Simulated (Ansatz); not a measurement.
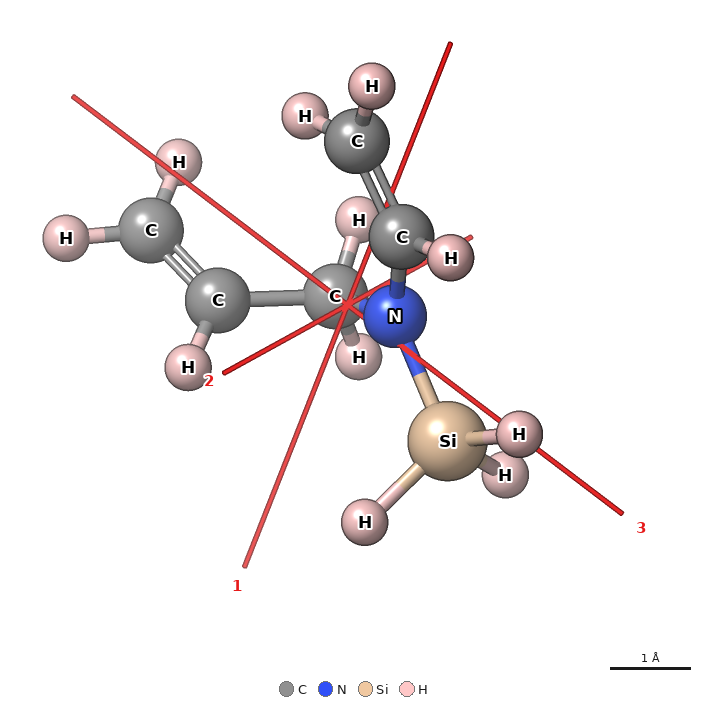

The three principal axes of inertia are drawn and numbered. Distant atoms are faded towards the background colour. Computed geometry: PBE0-D4/def2-TZVP optimisation. No frequency run is at hand to confirm it as a minimum. Masses are those of the most abundant isotopes; constants are for the rigid equilibrium geometry.

Which line is the a axis (least moment of inertia), which b and which c?

a is line 3, b is line 1, c is line 2; the moments are 170, 334, 466 u Å².

What kind of rotor is it, and what are its rotational constants in MHz?

An asymmetric top (C1): A = 2969, B = 1515, C = 1084 MHz. Ray's parameter κ is −0.54, nearer the prolate limit.
